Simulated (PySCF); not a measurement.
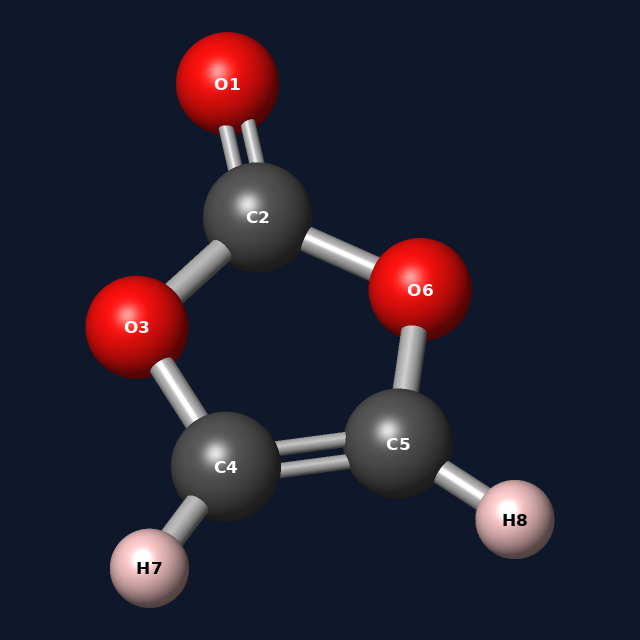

Computed geometry: PBE0-D3(BJ)/def2-SVP optimisation. No frequency run is at hand to confirm it as a minimum. Method: TDDFT ωB97X-D/def2-SVPD, vertical, gas phase, core orbitals frozen in the response (PySCF 2.14.0), and the same with a continuum solvent (IEF-PCM, Bondi radii x 1.2, gas-phase geometry).

How do dipole (D), HOMO–LUMO gap (eV), lowest singlet (eV) change in cyclohexane (ε = 2.0), methanol (ε = 32.6)?

```tsv
medium	dipole (D)	HOMO–LUMO gap (eV)	lowest singlet (eV)
gas phase	4.72	10.97	6.84
cyclohexane	5.23	11.07	6.83
methanol	5.99	11.20	6.85
```
